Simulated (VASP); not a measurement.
# Cl on Cu(100): which site?, part 4 of 7

Where does Cl sit on Cu(100), and how strongly does it bind?

VASP 6.6.1, plane waves and PAW; the level of theory is named at each step.

So far. Step 6 (Relaxing the atoms): The run ended after 3 ionic steps, 0.001 eV below its first step, once the forces on the free atoms met EDIFFG = -0.03. Step 6 (Relaxing the atoms): Energy at zero smearing: -3.82358 eV.

### Step 7. Relaxing the adsorbate, site ontop

This step: PBEsol, no spin polarisation; plane waves and PAW (Cu, Cl) (VASP 6.6.1).

System of this step: Cu16Cl (Cu(100)). The cell holds 17 atoms: 16 Cu and 1 Cl. Its edges and angles: a = 5.040 Å, b = 5.040 Å, c = 20.346 Å, α = 90.0°, β = 90.0°, γ = 90.0°. It derives from Cu. Cl over the ontop site of Cu(100). Vacuum lies along c.

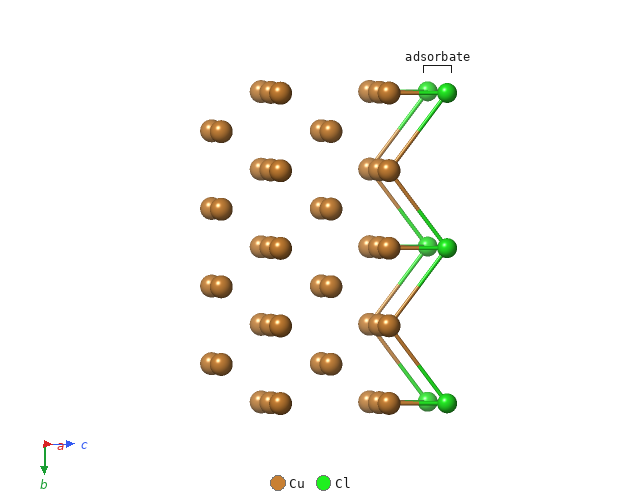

The cell of this step (copper orange, chlorine green). 1×2×1 cells are drawn. Some periodic images of atoms are drawn too.

The adsorbate starts over a high-symmetry site, and it relaxes with the upper layers within that symmetry.

Contents of INCAR:

```
SYSTEM = Cu16Cl
PREC = Normal
ENCUT = 330
EDIFF = 1E-05
NELM = 120
ISMEAR = 1
SIGMA = 0.15
LREAL = Auto
ALGO = Fast
GGA = PS
NBANDS = 113
LASPH = .TRUE.
LORBIT = 11
LWAVE = .FALSE.
LCHARG = .FALSE.
KPAR = 2
NCORE = 2
IBRION = 2
NSW = 50
ISIF = 2
EDIFFG = -0.03
POTIM = 0.4
MAXMIX = 40
IDIPOL = 3
LDIPOL = .TRUE.
DIPOL = 0.5 0.5 0.513
```

Contents of POSCAR:

```
Cu16Cl
1.0
    5.0400546950      0.0000000000      0.0000000000
    0.0000000000      5.0400546950      0.0000000000
    0.0000000000      0.0000000000     20.3457852786
Cu Cl
16 1
Selective dynamics
Direct
    0.2500000000      0.2500000000      0.3686267200  F F F
    0.7500000000      0.2500000000      0.3686267200  F F F
    0.2500000000      0.7500000000      0.3686267200  F F F
    0.7500000000      0.7500000000      0.3686267200  F F F
    0.0000000000      0.0000000000      0.4562089100  F F F
    0.5000000000      0.0000000000      0.4562089100  F F F
    0.0000000000      0.5000000000      0.4562089100  F F F
    0.5000000000      0.5000000000      0.4562089100  F F F
    0.2500000000      0.2500000000      0.5450946900  T T T
    0.7500000000      0.2500000000      0.5450946900  T T T
    0.2500000000      0.7500000000      0.5450946900  T T T
    0.7500000000      0.7500000000      0.5450946900  T T T
    0.0000000000      0.0000000000      0.6307197000  T T T
    0.5000000000      0.0000000000      0.6307197000  T T T
    0.0000000000      0.5000000000      0.6307197000  T T T
    0.5000000000      0.5000000000      0.6307197000  T T T
    0.0000000000      0.0000000000      0.7241051400  T T T
```

Contents of KPOINTS:

```
Automatic mesh
0
Gamma
5 5 1
0 0 0
```

Potentials, in the order of the species: Cu and Cl (PBE family, release 64).

On the command line:

```
> mpirun -np 4 vasp_std
```

Log:

```text
[banner, memory and clock lines left out]
running    4 mpi-ranks, on    1 nodes
 distrk:  each k-point on    2 cores,    2 groups
 distr:  one band on    2 cores,    1 groups

 POSCAR found type information on POSCAR CuCl
 POSCAR found :  2 types and      17 ions
 [... a notice as in an earlier step ...]

 LDA part: xc-table for (Slater+PW92), standard interpolation
 POSCAR, INCAR and KPOINTS ok, starting setup
 FFT: planning ... GRIDC
 FFT: planning ... GRID_SOFT
 FFT: planning ... GRID
 WAVECAR not read
 entering main loop
       N       E                     dE             d eps       ncg     rms          rms(c)
DAV:   1     0.157505066339E+04    0.15751E+04   -0.59710E+04  1356   0.149E+03
DAV:   2     0.137200343089E+03   -0.14379E+04   -0.13872E+04  1356   0.385E+02
DAV:   3    -0.636121709135E+02   -0.20081E+03   -0.18608E+03  1504   0.191E+02
DAV:   4    -0.816137273769E+02   -0.18002E+02   -0.17313E+02  1863   0.613E+01
DAV:   5    -0.821066219939E+02   -0.49289E+00   -0.49195E+00  1704   0.110E+01    0.327E+01
RMM:   6    -0.733734791234E+02    0.87331E+01   -0.17987E+02  1364   0.103E+02    0.182E+01
RMM:   7    -0.663026011040E+02    0.70709E+01   -0.38369E+01  1362   0.513E+01    0.350E+00
RMM:   8    -0.664176826046E+02   -0.11508E+00   -0.30243E+00  1407   0.865E+00    0.352E+00
RMM:   9    -0.663469271497E+02    0.70755E-01   -0.98679E-01  1382   0.574E+00    0.124E+00
RMM:  10    -0.663541470541E+02   -0.72199E-02   -0.40655E-01  1686   0.242E+00    0.926E-01
RMM:  11    -0.663368327165E+02    0.17314E-01   -0.44644E-02  1415   0.113E+00    0.567E-01
RMM:  12    -0.663342458626E+02    0.25869E-02   -0.31815E-02  1379   0.108E+00    0.344E-01
RMM:  13    -0.663334924318E+02    0.75343E-03   -0.13668E-02  1375   0.744E-01    0.198E-01
RMM:  14    -0.663335138484E+02   -0.21417E-04   -0.71136E-03  1481   0.448E-01    0.100E-01
RMM:  15    -0.663336206822E+02   -0.10683E-03   -0.33346E-03  1833   0.204E-01    0.625E-02
RMM:  16    -0.663336316854E+02   -0.11003E-04   -0.49821E-04  1381   0.104E-01    0.574E-02
RMM:  17    -0.663337765332E+02   -0.14485E-03   -0.41322E-04  1379   0.110E-01    0.559E-02
RMM:  18    -0.663338004492E+02   -0.23916E-04   -0.14198E-04  1359   0.665E-02    0.369E-02
RMM:  19    -0.663338995227E+02   -0.99074E-04   -0.76108E-05  1206   0.422E-02    0.317E-02
RMM:  20    -0.663341399723E+02   -0.24045E-03   -0.12463E-04  1369   0.426E-02    0.154E-02
RMM:  21    -0.663341880797E+02   -0.48107E-04   -0.24513E-05   851   0.255E-02    0.146E-02
RMM:  22    -0.663342427991E+02   -0.54719E-04   -0.14641E-05   817   0.211E-02    0.108E-02
RMM:  23    -0.663343231765E+02   -0.80377E-04   -0.20652E-05   848   0.177E-02    0.461E-03
RMM:  24    -0.663343368443E+02   -0.13668E-04   -0.60528E-06   794   0.152E-02    0.290E-03
RMM:  25    -0.663343496301E+02   -0.12786E-04   -0.33292E-06   785   0.890E-03    0.265E-03
RMM:  26    -0.663343591732E+02   -0.95431E-05   -0.16627E-06   783   0.802E-03
   1 F= -.66334359E+02 E0= -.66333349E+02  d E =-.663344E+02
 curvature:   0.00 expect dE= 0.000E+00 dE for cont linesearch  0.000E+00
 trial: gam= 0.00000 g(F)=  0.134E+01 g(S)=  0.000E+00 ort = 0.000E+00 (trialstep = 0.100E+01)
 search vector abs. value=  0.134E+01
 bond charge predicted
       N       E                     dE             d eps       ncg     rms          rms(c)
DAV:   1    -0.658693112716E+02    0.46504E+00   -0.21374E+02  1581   0.438E+01    0.405E+00
RMM:   2    -0.668339641919E+02   -0.96465E+00   -0.87773E+00  1609   0.126E+01    0.293E+00
RMM:   3    -0.667043720702E+02    0.12959E+00   -0.15533E+00  1590   0.422E+00    0.153E+00
RMM:   4    -0.666936421543E+02    0.10730E-01   -0.22057E-01  1443   0.251E+00    0.109E+00
RMM:   5    -0.666690926664E+02    0.24549E-01   -0.84571E-02  1505   0.972E-01    0.645E-01
RMM:   6    -0.666627078272E+02    0.63848E-02   -0.66761E-02  1659   0.780E-01    0.247E-01
RMM:   7    -0.666647580396E+02   -0.20502E-02   -0.68199E-03  1382   0.415E-01    0.142E-01
RMM:   8    -0.666654420511E+02   -0.68401E-03   -0.32847E-03  1558   0.228E-01    0.749E-02
RMM:   9    -0.666657544093E+02   -0.31236E-03   -0.95050E-04  1581   0.132E-01    0.403E-02
RMM:  10    -0.666656756122E+02    0.78797E-04   -0.24118E-04  1524   0.582E-02    0.249E-02
RMM:  11    -0.666658286667E+02   -0.15305E-03   -0.21143E-04  1450   0.502E-02    0.174E-02
RMM:  12    -0.666658968422E+02   -0.68176E-04   -0.29489E-05   894   0.318E-02    0.798E-03
RMM:  13    -0.666659575047E+02   -0.60663E-04   -0.10145E-05   808   0.169E-02    0.510E-03
RMM:  14    -0.666659847695E+02   -0.27265E-04   -0.10736E-05   802   0.187E-02    0.538E-03
RMM:  15    -0.666659874141E+02   -0.26446E-05   -0.64954E-06   797   0.148E-02
   2 F= -.66665987E+02 E0= -.66663438E+02  d E =-.331628E+00
[... from here on, the cycles between the ionic steps are left out ...]
   3 F= -.66719808E+02 E0= -.66717779E+02  d E =-.385449E+00
   4 F= -.66719879E+02 E0= -.66717830E+02  d E =-.385520E+00
   5 F= -.66739386E+02 E0= -.66737188E+02  d E =-.195070E-01
   6 F= -.66753704E+02 E0= -.66751228E+02  d E =-.338248E-01
   7 F= -.66761453E+02 E0= -.66758722E+02  d E =-.774885E-02
   8 F= -.66771180E+02 E0= -.66767955E+02  d E =-.174755E-01
   9 F= -.66773645E+02 E0= -.66769433E+02  d E =-.199409E-01
  10 F= -.66775252E+02 E0= -.66771356E+02  d E =-.215473E-01
  11 F= -.66778069E+02 E0= -.66774019E+02  d E =-.281760E-02
  12 F= -.66778126E+02 E0= -.66774089E+02  d E =-.287451E-02
  13 F= -.66779963E+02 E0= -.66775777E+02  d E =-.183681E-02
  14 F= -.66780114E+02 E0= -.66775817E+02  d E =-.198770E-02
  15 F= -.66780489E+02 E0= -.66776005E+02  d E =-.374739E-03
  16 F= -.66780460E+02 E0= -.66775969E+02  d E =-.345806E-03
 curvature:  -2.76 expect dE=-0.316E-03 dE for cont linesearch -0.301E-04
 ZBRENT: interpolating
 opt :   2.7556  next Energy=   -66.780489 (dE=-0.375E-03)
 bond charge predicted
       N       E                     dE             d eps       ncg     rms          rms(c)
DAV:   1    -0.667804729881E+02   -0.18767E-04   -0.13856E-03  1439   0.110E-01    0.121E-02
RMM:   2    -0.667804787436E+02   -0.57555E-05   -0.23663E-05   826   0.280E-02
  17 F= -.66780479E+02 E0= -.66775996E+02  d E =-.364938E-03
 curvature:  -0.03 expect dE=-0.284E-05 dE for cont linesearch -0.830E-07
 trial: gam= 0.10475 g(F)=  0.811E-04 g(S)=  0.000E+00 ort = 0.550E-04 (trialstep = 0.271E+01)
 search vector abs. value=  0.107E-03
 reached required accuracy - stopping structural energy minimisation
```

Wall time 2.7 min (4 MPI ranks of Intel Xeon 6975P-C (Granite Rapids), shared host); peak memory 0.85 GiB; 11 min of CPU time.

From OUTCAR (step 7):

```text
   k-points           NKPTS =      6   k-points in BZ     NKDIM =      6   number of bands    NBANDS=    113

   NELECT =     183.0000    total number of electrons

 dipolmoment           0.000000      0.000000      0.204552 electrons x Angstroem

 E-fermi :  -0.2555

 k-point     1 :       0.0000    0.0000    0.0000
  band No.  band energies     occupation
    ...
     89      -0.5650      2.01297
     90      -0.5467      2.01924
     91      -0.5467      2.01924
     92      -0.2785      1.25553
     93      -0.2745      1.21239
     94      -0.1159     -0.03269
     95       0.0001     -0.03671
     96       0.0001     -0.03671
     97       1.3930     -0.00000
     98       2.2857     -0.00000
    ...

  Total       -6.3001592     -6.3001592     -1.5647090      0.0000000      0.0000000      0.0000000
  in kB      -19.5306705    -19.5306705     -4.8506419      0.0000000      0.0000000      0.0000000
  external PRESSURE =     -14.6373276 kB  Pullay stress =       0.0000000 kB

 POSITION                                       TOTAL-FORCE (eV/Angst)
 -----------------------------------------------------------------------------------
      1.26001      1.26001      7.50000         0.017851      0.017851      0.191122
      3.78004      1.26001      7.50000        -0.017851      0.017851      0.191122
      1.26001      3.78004      7.50000         0.017851     -0.017851      0.191122
      3.78004      3.78004      7.50000        -0.017851     -0.017851      0.191122
      0.00000      0.00000      9.28193         0.000000     -0.000000     -0.235365
      2.52003      0.00000      9.28193        -0.000000     -0.000000     -0.199097
      0.00000      2.52003      9.28193         0.000000     -0.000000     -0.199097
      2.52003      2.52003      9.28193        -0.000000     -0.000000     -0.200824
      1.25296      1.25296     11.09244         0.001130      0.001130      0.007184
      3.78709      1.25296     11.09244        -0.001130      0.001130      0.007184
      1.25296      3.78709     11.09244         0.001130     -0.001130      0.007184
      3.78709      3.78709     11.09244        -0.001130     -0.001130      0.007184
      0.00000      0.00000     12.88261         0.000000     -0.000000     -0.024886
      2.52003      0.00000     12.86994         0.000000     -0.000000      0.022862
      0.00000      2.52003     12.86994        -0.000000      0.000000      0.022862
      2.52003      2.52003     12.78300         0.000000      0.000000      0.007498
      0.00000      0.00000     15.00423         0.000000     -0.000000      0.012827
 -----------------------------------------------------------------------------------
    total drift:                                0.000000      0.000000     -0.203796

  FREE ENERGIE OF THE ION-ELECTRON SYSTEM (eV)
  ---------------------------------------------------
  free  energy   TOTEN  =       -66.7804787436 eV

  energy  without entropy=      -66.7670319752  energy(sigma->0) =      -66.77599649

 vacuum level on the upper side and lower side of the slab         5.747         4.301

[... 8 parts as in an earlier step ...]

[... 9 further parts left out ...]
```

CONTCAR:

```
Cu16Cl
   1.00000000000000
     5.0400546950000003    0.0000000000000000    0.0000000000000000
     0.0000000000000000    5.0400546950000003    0.0000000000000000
     0.0000000000000000    0.0000000000000000   20.3457852786000011
  Cu              Cl
    16     1
Selective dynamics
Direct
     0.2500000000000000    0.2500000000000000    0.3686267200000017   F   F   F
     0.7500000000000000    0.2500000000000000    0.3686267200000017   F   F   F
     0.2500000000000000    0.7500000000000000    0.3686267200000017   F   F   F
     0.7500000000000000    0.7500000000000000    0.3686267200000017   F   F   F
     0.0000000000000000    0.0000000000000000    0.4562089100000009   F   F   F
     0.5000000000000000    0.0000000000000000    0.4562089100000009   F   F   F
     0.0000000000000000    0.5000000000000000    0.4562089100000009   F   F   F
     0.5000000000000000    0.5000000000000000    0.4562089100000009   F   F   F
     0.2486009156814078    0.2486009156814078    0.5451958660602212   T   T   T
     0.7513990843185920    0.2486009156814078    0.5451958660602212   T   T   T
     0.2486009156814078    0.7513990843185920    0.5451958660602212   T   T   T
     0.7513990843185920    0.7513990843185920    0.5451958660602212   T   T   T
     0.0000000000000000    0.0000000000000000    0.6331833714987942   T   T   T
     0.5000000000000000    0.0000000000000000    0.6325604561577409   T   T   T
     0.0000000000000000    0.5000000000000000    0.6325604561577409   T   T   T
     0.5000000000000000    0.5000000000000000    0.6282872874856468   T   T   T
     0.0000000000000000    0.0000000000000000    0.7374611267653796   T   T   T
```

Its electron count is odd, so without a moment it is a metal by construction.

Step by step:

| step | energy less that of the first step (eV) | largest force (eV/Å) |
| --- | --- | --- |
| 1 | 0.0000 | 4.4831 |
| 2 | -0.3316 | 1.4697 |
| 3 | -0.3854 | 0.4160 |
| 4 | -0.3855 | 0.4845 |
| 5 | -0.4050 | 0.3500 |
| 6 | -0.4193 | 0.1689 |
| 7 | -0.4271 | 0.1350 |
| 8 | -0.4368 | 0.1446 |
| 9 | -0.4393 | 0.2310 |
| 10 | -0.4409 | 0.2072 |
| 11 | -0.4437 | 0.1261 |
| 12 | -0.4438 | 0.1244 |
| 13 | -0.4456 | 0.0950 |
| 14 | -0.4458 | 0.0853 |
| 15 | -0.4461 | 0.0379 |
| 16 | -0.4461 | 0.0390 |
| 17 | -0.4461 | 0.0249 |

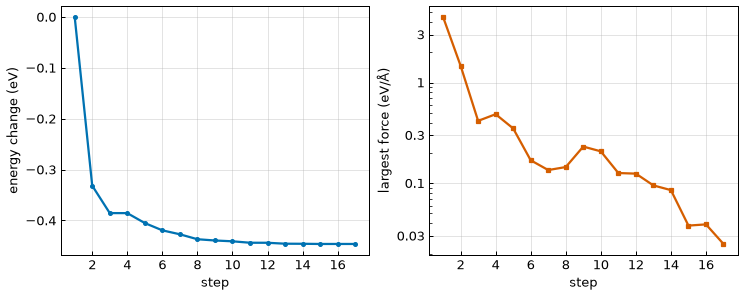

Energy and largest force along the relaxation.

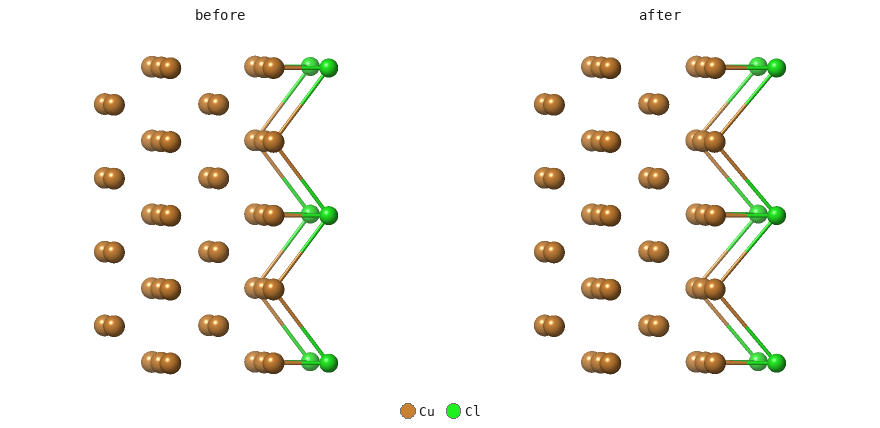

Before and after, at one scale.

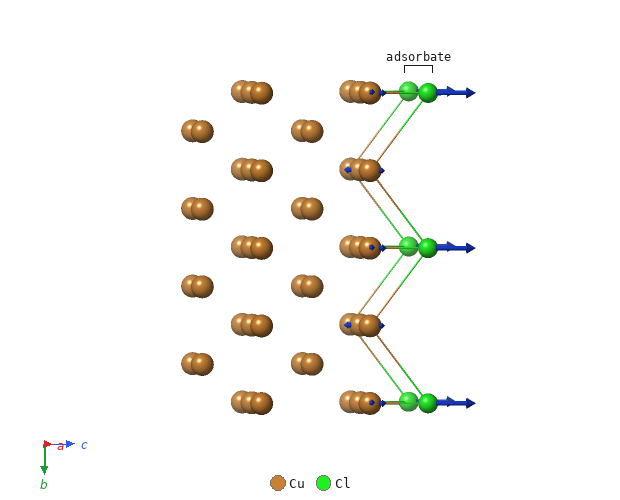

Displacements in the relaxation, exaggerated; the longest in the cell stands for 0.27 Å. 1×2×1 cells are drawn. Some periodic images of atoms are drawn too.

The atoms that moved most (Å):

| atom | dx | dy | dz | length |
| --- | --- | --- | --- | --- |
| Cl17 | 0.000 | 0.000 | 0.272 | 0.272 |
| Cu13 | 0.000 | 0.000 | 0.050 | 0.050 |
| Cu16 | 0.000 | 0.000 | -0.049 | 0.049 |
| Cu14 | 0.000 | 0.000 | 0.037 | 0.037 |
| Cu15 | 0.000 | 0.000 | 0.037 | 0.037 |
| Cu9 | -0.007 | -0.007 | 0.002 | 0.010 |
| Cu11 | -0.007 | 0.007 | 0.002 | 0.010 |
| Cu10 | 0.007 | -0.007 | 0.002 | 0.010 |

Final coordinates:

```
Cu Cl
1.0
     5.04005    0.00000    0.00000
     0.00000    5.04005    0.00000
     0.00000    0.00000   20.34579
Cu Cl
16 1
Direct
  0.25000 0.25000 0.36863
  0.75000 0.25000 0.36863
  0.25000 0.75000 0.36863
  0.75000 0.75000 0.36863
  0.00000 0.00000 0.45621
  0.50000 0.00000 0.45621
  0.00000 0.50000 0.45621
  0.50000 0.50000 0.45621
  0.24860 0.24860 0.54520
  0.75140 0.24860 0.54520
  0.24860 0.75140 0.54520
  0.75140 0.75140 0.54520
  0.00000 0.00000 0.63318
  0.50000 0.00000 0.63256
  0.00000 0.50000 0.63256
  0.50000 0.50000 0.62829
  0.00000 0.00000 0.73746
```

This step gave:

```
electronic cycles       : 155
electrons               : 183
free energy (TOTEN)     : -66.7805 eV
energy at zero smearing : -66.7760 eV
Fermi energy            : -0.2555 eV
dipole moment           : 0, 0, 0.2046 e·Å
```

The run ended after 17 ionic steps, 0.446 eV below its first step, once the forces on the free atoms met EDIFFG = -0.03.

VASP counts the dipole in electrons times Å, so a positive number points the physical dipole along −c.

[end of part 4 of 7]

[Lines on the potential files, build, host, timing and source positions are cut from VASP's logs without a mark.]

[Logs are printed without paths, hosts, clocks, repeated set-up lines and the standing remarks that a program may print on its own settings, such as how far it seeks lower states.]

[Hosts, paths, dates, database ids (printed as entryN), source tags and the programs' standing remarks are cut or masked in the printed files.]

[Runs that stopped without an error message from VASP are left out.]
